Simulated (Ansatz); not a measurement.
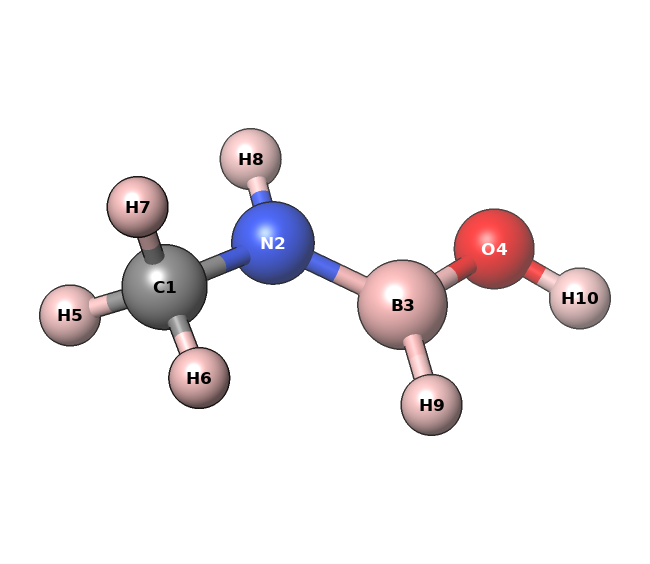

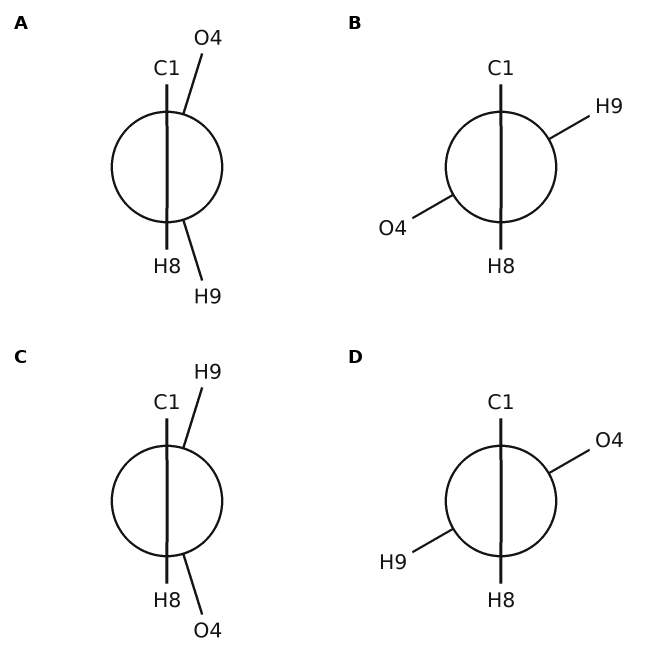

Atoms fade into the background with distance from the viewer. Bonds that would overlap in a projection are set slightly apart. Computed geometry: PBE0-D4/def2-TZVP optimisation.

**Which Newman projection shows the view along N2–B3, with N2 in front?**

C. The torsion angle C1–N2–B3–O4 is 180°, antiperiplanar (anti).
